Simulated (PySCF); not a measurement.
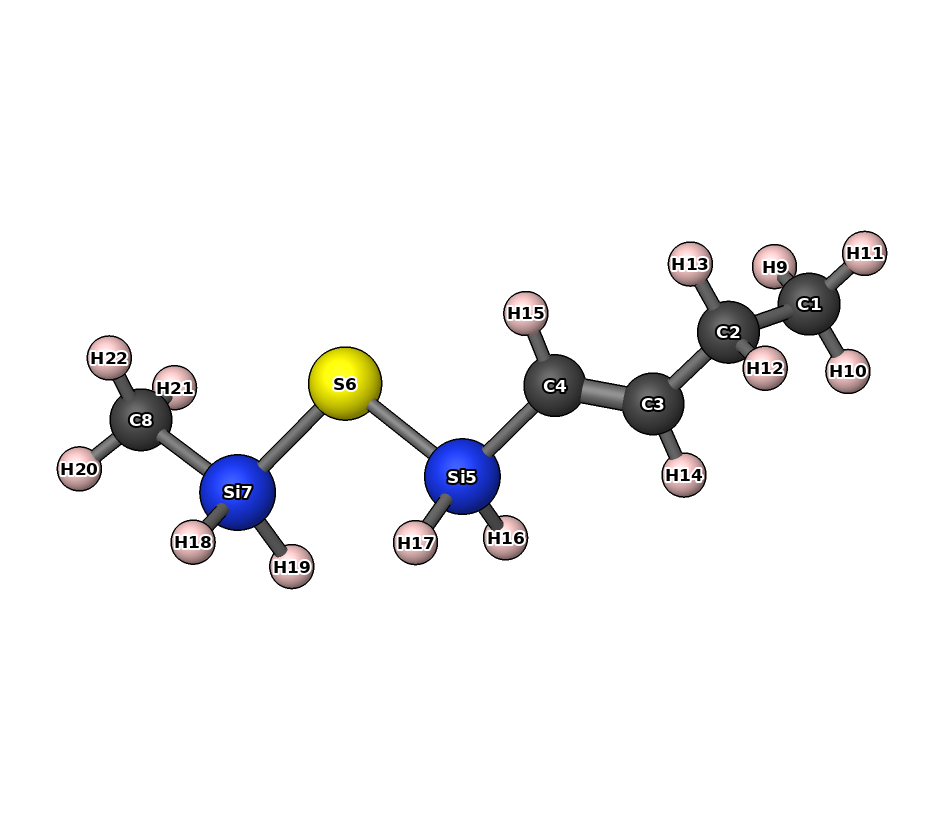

The thickness of each stick grows with its Mayer bond order. Computed geometry: GFN2-xTB optimisation. No frequency run is at hand to confirm it as a minimum. Method: PBE0/pcSseg-1 (PySCF 2.14.0).

Which bond between heavy atoms has the highest Mayer bond order?

Answer. C3–C4, 1.92, at a length of 1.327 Å.

List the Mayer bond orders of C1–C2, C2–C3, C3–C4, C4–Si5, Si5–S6, S6–Si7, Si7–C8 (bonds between heavy atoms, one of each equivalent set).

```json
{"bond": "C1–C2", "Mayer order": "1.04", "length (Å)": "1.529"}
{"bond": "C2–C3", "Mayer order": "1.03", "length (Å)": "1.494"}
{"bond": "C3–C4", "Mayer order": "1.92", "length (Å)": "1.327"}
{"bond": "C4–Si5", "Mayer order": "0.91", "length (Å)": "1.869"}
{"bond": "Si5–S6", "Mayer order": "0.94", "length (Å)": "2.153"}
{"bond": "S6–Si7", "Mayer order": "0.95", "length (Å)": "2.148"}
{"bond": "Si7–C8", "Mayer order": "0.97", "length (Å)": "1.889"}
```

The geometry is semi-empirical. Around Si such bond lengths and angles can be off by a tenth of an ångström or more and by several degrees, and values that hang on the shape move with them.
